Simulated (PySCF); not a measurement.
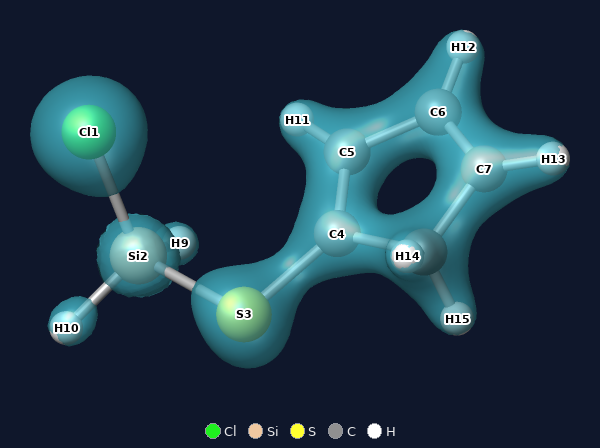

Figure 1: C5H7ClSSi. Isosurface of the total electron density at 1 e/Å³ (cyan), seen at a tilt.

Geometry: GFN2-xTB.

Theory: PBE0/pcSseg-1, SCF density, gas phase, non-relativistic (PySCF 2.14.0).

```yaml
atoms:
  - { symbol: Cl, position_ang: [2.7571, 2.2664, -0.2596] }
  - { symbol: Si, position_ang: [2.9450, 0.2676, -0.2046] }
  - { symbol: S, position_ang: [1.4353, -0.7191, -1.3805] }
  - { symbol: C, position_ang: [-0.0839, -0.3102, -0.6082] }
  - { symbol: C, position_ang: [-0.3406, 0.4326, 0.4844] }
  - { symbol: C, position_ang: [-1.7678, 0.4527, 0.7050] }
  - { symbol: C, position_ang: [-2.3837, -0.2714, -0.2398] }
  - { symbol: C, position_ang: [-1.3675, -0.8284, -1.1797] }
  - { symbol: H, position_ang: [2.8430, -0.2017, 1.1679] }
  - { symbol: H, position_ang: [4.1549, -0.1606, -0.8793] }
  - { symbol: H, position_ang: [0.3706, 0.9421, 1.1091] }
  - { symbol: H, position_ang: [-2.2317, 0.9805, 1.5190] }
  - { symbol: H, position_ang: [-3.4377, -0.4472, -0.3459] }
  - { symbol: H, position_ang: [-1.5165, -0.4762, -2.2021] }
  - { symbol: H, position_ang: [-1.3808, -1.9192, -1.2135] }
```

Q: What does this surface tell about the bonding?

A: At this value the surface falls into five separate pieces. It bridges the sampled C–C (1.34 Å) and C–S (1.75 Å) contacts, where the density stays above the isovalue. It is pinched off along the sampled Si–Cl (2.01 Å) and Si–S (2.15 Å) contacts. On the grid the lowest density along these lines, outside the cores, is 2.3 e/Å³ (C–C, 1.34 Å), 1.3 e/Å³ (C–S, 1.75 Å), 0.71 e/Å³ (Si–Cl, 2.01 Å) and 0.65 e/Å³ (Si–S, 2.15 Å).
